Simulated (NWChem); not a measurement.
Run report: SiF5 (charge −1), energy and gradient calculation (part 1 of 2)

SiF5, charge −1, SMILES F[Si-](F)(F)(F)F, computed with HF/def2-SVP, RHF (NWChem 7.3.0).

The geometry comes from this level: PBE0-D4/def2-TZVPD.

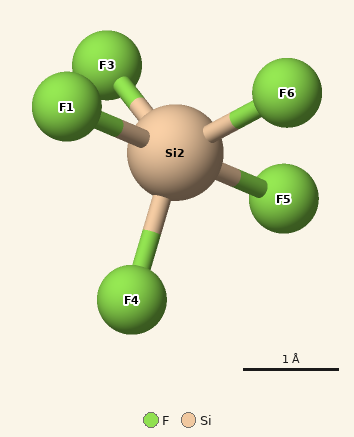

**Figure 1.** The structure as given in the input (ball-and-stick view, seen at a tilt; atoms are numbered from 1 in the order of the input). Bond lengths as drawn: F–Si 1.63 to 1.67 Å.

### Input file
```
start f5si
title "F5Si gradient"
memory 2200 mb
charge -1

geometry units angstroms noautosym nocenter noautoz
  F    -0.716900   -1.106000    1.023500
  Si    0.000000    0.000000    0.000000
  F    -1.466700    0.583500   -0.396400
  F     0.651500   -1.218400   -0.860200
  F     0.716500    1.105800   -1.024000
  F     0.815500    0.635100    1.257000
end

basis spherical bse
  * library def2-SVP
end

scf
  thresh 1e-08
  maxiter 80
end

task scf gradient
```

Launched with:
```bash
nwchem f5si.nw > f5si.out
```

### The program's output
```
Northwest Computational Chemistry Package (NWChem) 7.3.0
             --------------------------------------------------------

           Job information
           ---------------

    nwchem branch   = 7.3.0
    use scalapack   = T
    input           = f5si.nw
    prefix          = f5si.
    data base       = ./f5si.db
    status          = startup
    nproc           =        1

           Memory information
           ------------------

    heap     =     72089596 doubles =      550.0 Mbytes
    stack    =     72089601 doubles =      550.0 Mbytes
    global   =    144179200 doubles =     1100.0 Mbytes (distinct from heap & stack)
    total    =    288358397 doubles =     2200.0 Mbytes
    verify   = yes
    hardfail = no

           Directory information
           ---------------------

  0 permanent = .
  0 scratch   = .

                                NWChem Input Module
                                -------------------

                                   F5Si gradient
                                   -------------

 Scaling coordinates for geometry "geometry" by  1.889725989
 (inverse scale =  0.529177249)

                             Geometry "geometry" -> ""
                             -------------------------

 Output coordinates in angstroms (scale by  1.889725989 to convert to a.u.)

  No.       Tag          Charge          X              Y              Z
 ---- ---------------- ---------- -------------- -------------- --------------
    1 F                    9.0000    -0.71690000    -1.10600000     1.02350000
    2 Si                  14.0000     0.00000000     0.00000000     0.00000000
    3 F                    9.0000    -1.46670000     0.58350000    -0.39640000
    4 F                    9.0000     0.65150000    -1.21840000    -0.86020000
    5 F                    9.0000     0.71650000     1.10580000    -1.02400000
    6 F                    9.0000     0.81550000     0.63510000     1.25700000

      Atomic Mass
      -----------

      F                 18.998400
      Si                27.976930

 Effective nuclear repulsion energy (a.u.)     371.6097936321

            Nuclear Dipole moment (a.u.)
            ----------------------------
        X                 Y               Z
 ---------------- ---------------- ----------------
    -0.0017007534    -0.0000000000    -0.0017007534

            XYZ format geometry
            -------------------
     6
 geometry
 F                    -0.71690000    -1.10600000     1.02350000
 Si                    0.00000000     0.00000000     0.00000000
 F                    -1.46670000     0.58350000    -0.39640000
 F                     0.65150000    -1.21840000    -0.86020000
 F                     0.71650000     1.10580000    -1.02400000
 F                     0.81550000     0.63510000     1.25700000

 ==============================================================================
                                internuclear distances
 ------------------------------------------------------------------------------
       center one      |      center two      | atomic units |  angstroms
 ------------------------------------------------------------------------------
    2 Si               |   1 F                |     3.15348  |     1.66875
    3 F                |   2 Si               |     3.07556  |     1.62752
    4 F                |   2 Si               |     3.07561  |     1.62754
    5 F                |   2 Si               |     3.15349  |     1.66875
    6 F                |   2 Si               |     3.07535  |     1.62740
 ------------------------------------------------------------------------------
                         number of included internuclear distances:          5
 ==============================================================================

 ==============================================================================
                                 internuclear angles
 ------------------------------------------------------------------------------
        center 1       |       center 2       |       center 3       |  degrees
 ------------------------------------------------------------------------------
    1 F                |   2 Si               |   3 F                |    89.99
    1 F                |   2 Si               |   4 F                |    90.00
    1 F                |   2 Si               |   5 F                |   179.98
    1 F                |   2 Si               |   6 F                |    90.01
    3 F                |   2 Si               |   4 F                |   120.03
    3 F                |   2 Si               |   5 F                |    89.99
    3 F                |   2 Si               |   6 F                |   119.99
    4 F                |   2 Si               |   5 F                |    89.99
    4 F                |   2 Si               |   6 F                |   119.99
    5 F                |   2 Si               |   6 F                |    90.01
 ------------------------------------------------------------------------------
                            number of included internuclear angles:         10
 ==============================================================================

 Summary of "ao basis" -> "" (spherical)
 ------------------------------------------------------------------------------
       Tag                 Description            Shells   Functions and Types
 ---------------- ------------------------------  ------  ---------------------
 *                          def2-SVP                  on all atoms

                      Basis "ao basis" -> "ao basis" (spherical)
                      -----
  [basis functions not shown]

 Summary of "ao basis" -> "ao basis" (spherical)
 ------------------------------------------------------------------------------
       Tag                 Description            Shells   Functions and Types
 ---------------- ------------------------------  ------  ---------------------
 F                          def2-SVP                 6       14   3s2p1d
 Si                         def2-SVP                 8       18   4s3p1d

                                 NWChem SCF Module
                                 -----------------

                                   F5Si gradient

  ao basis        = "ao basis"
  functions       =    88
  atoms           =     6
  closed shells   =    30
  open shells     =     0
  charge          =  -1.00
  wavefunction    = RHF
  input vectors   = atomic
  output vectors  = ./f5si.movecs
  use symmetry    = F
  symmetry adapt  = F

 Summary of "ao basis" -> "ao basis" (spherical)
 ------------------------------------------------------------------------------
       Tag                 Description            Shells   Functions and Types
 ---------------- ------------------------------  ------  ---------------------
 F                          def2-SVP                 6       14   3s2p1d
 Si                         def2-SVP                 8       18   4s3p1d

 Forming initial guess at       0.1s

      Superposition of Atomic Density Guess
      -------------------------------------

 Sum of atomic energies:        -785.20110117

 Renormalizing density from      59.00 to     60

      Non-variational initial energy
      ------------------------------

 Total energy =    -793.762696
 1-e energy   =   -1867.954334
 2-e energy   =     702.581844
 HOMO         =      -0.276948
 LUMO         =       0.378740

 Starting SCF solution at       0.5s

 ----------------------------------------------
         Quadratically convergent ROHF

 Convergence threshold     :          1.000E-08
 Maximum no. of iterations :           80
 Final Fock-matrix accuracy:          1.000E-10
 ----------------------------------------------

              iter       energy          gnorm     gmax       time
             ----- ------------------- --------- --------- --------
                 1     -785.8895014369  1.38D+00  3.57D-01      1.5
                 2     -785.9765750812  2.44D-01  7.61D-02      3.5
                 3     -785.9800401775  1.19D-02  3.02D-03      5.8
                 4     -785.9800510247  4.25D-05  1.67D-05      9.7
                 5     -785.9800510249  1.67D-09  5.19D-10     16.7

       Final RHF  results
       ------------------

         Total SCF energy =   -785.980051024899
      One-electron energy =  -1852.836071619685
      Two-electron energy =    695.246226962684
 Nuclear repulsion energy =    371.609793632102

        Time for solution =     16.2s

             Final eigenvalues
             -----------------

              1
    1  -68.7083
    2  -26.0736
    3  -26.0735
    4  -26.0735
    5  -26.0337
    6  -26.0336
    7   -6.0482
    8   -4.1637
    9   -4.1637
   10   -4.1611
   11   -1.3867
   12   -1.3511
   13   -1.3511
   14   -1.3140
   15   -1.2955
   16   -0.6087
   17   -0.5314
   18   -0.5314
   19   -0.5266
   20   -0.4908
   21   -0.4908
   22   -0.4637
   23   -0.4637
   24   -0.4340
   25   -0.4244
   26   -0.4087
   27   -0.4001
   28   -0.4001
   29   -0.3830
   30   -0.3830
   31    0.4152
   32    0.5003
   33    0.5005
   34    0.5763
   35    0.6540
   36    0.8026
   37    0.8027
   38    0.9280
   39    0.9788
   40    0.9788

                       ROHF Final Molecular Orbital Analysis
                       -------------------------------------

 Vector   11  Occ=2.000000D+00  E=-1.386733D+00
              MO Center=  7.4D-04,  7.0D-04,  1.3D-03, r^2= 2.6D+00
   Bfn.  Coefficient  Atom+Function         Bfn.  Coefficient  Atom+Function
  ----- ------------  ---------------      ----- ------------  ---------------
    34      0.289834  3 F  s                 48      0.289790  4 F  s
    76      0.290429  6 F  s                 35      0.221678  3 F  s
    49      0.221650  4 F  s                 77      0.222121  6 F  s
     2      0.191094  1 F  s                 62      0.191088  5 F  s
    17      0.159611  2 Si s

 Vector   12  Occ=2.000000D+00  E=-1.351122D+00
              MO Center=  3.7D-01,  3.1D-01,  6.0D-01, r^2= 2.2D+00
   Bfn.  Coefficient  Atom+Function         Bfn.  Coefficient  Atom+Function
  ----- ------------  ---------------      ----- ------------  ---------------
    76      0.492486  6 F  s                 77      0.359150  6 F  s
    34     -0.251154  3 F  s                 75      0.249210  6 F  s
    48     -0.241794  4 F  s                 35     -0.183162  3 F  s
    49     -0.176337  4 F  s

 Vector   13  Occ=2.000000D+00  E=-1.351081D+00
              MO Center= -3.7D-01, -3.1D-01, -6.0D-01, r^2= 2.2D+00
   Bfn.  Coefficient  Atom+Function         Bfn.  Coefficient  Atom+Function
  ----- ------------  ---------------      ----- ------------  ---------------
    48     -0.429357  4 F  s                 34      0.423905  3 F  s
    49     -0.313143  4 F  s                 35      0.309163  3 F  s
    47     -0.217268  4 F  s                 33      0.214509  3 F  s

 Vector   14  Occ=2.000000D+00  E=-1.313960D+00
              MO Center= -2.7D-04, -2.3D-04, -1.2D-04, r^2= 2.9D+00
   Bfn.  Coefficient  Atom+Function         Bfn.  Coefficient  Atom+Function
  ----- ------------  ---------------      ----- ------------  ---------------
     2      0.419634  1 F  s                 62     -0.419580  5 F  s
     3      0.330140  1 F  s                 63     -0.330102  5 F  s
     1      0.214586  1 F  s                 61     -0.214558  5 F  s

 Vector   15  Occ=2.000000D+00  E=-1.295539D+00
              MO Center= -3.4D-04, -1.1D-04, -7.0D-04, r^2= 3.0D+00
   Bfn.  Coefficient  Atom+Function         Bfn.  Coefficient  Atom+Function
  ----- ------------  ---------------      ----- ------------  ---------------
     2      0.378743  1 F  s                 62      0.378806  5 F  s
     3      0.269677  1 F  s                 63      0.269727  5 F  s
     1      0.191196  1 F  s                 61      0.191229  5 F  s
    34     -0.175753  3 F  s                 48     -0.175721  4 F  s
    76     -0.175350  6 F  s

 Vector   16  Occ=2.000000D+00  E=-6.087286D-01
              MO Center=  2.6D-04,  2.4D-04,  4.6D-04, r^2= 3.0D+00
   Bfn.  Coefficient  Atom+Function         Bfn.  Coefficient  Atom+Function
  ----- ------------  ---------------      ----- ------------  ---------------
    17      0.454745  2 Si s                 16      0.270827  2 Si s
    36     -0.231102  3 F  px                80      0.198243  6 F  pz
    51     -0.191968  4 F  py                39      0.155406  3 F  px

 Vector   17  Occ=2.000000D+00  E=-5.314311D-01
              MO Center=  2.2D-01,  1.9D-01,  3.6D-01, r^2= 2.8D+00
   Bfn.  Coefficient  Atom+Function         Bfn.  Coefficient  Atom+Function
  ----- ------------  ---------------      ----- ------------  ---------------
    80      0.319254  6 F  pz                83     -0.215851  6 F  pz
    50     -0.207092  4 F  px                78      0.203613  6 F  px
    36      0.184257  3 F  px                37     -0.177975  3 F  py
    79      0.163638  6 F  py                24      0.159477  2 Si pz
    53      0.151651  4 F  px
```
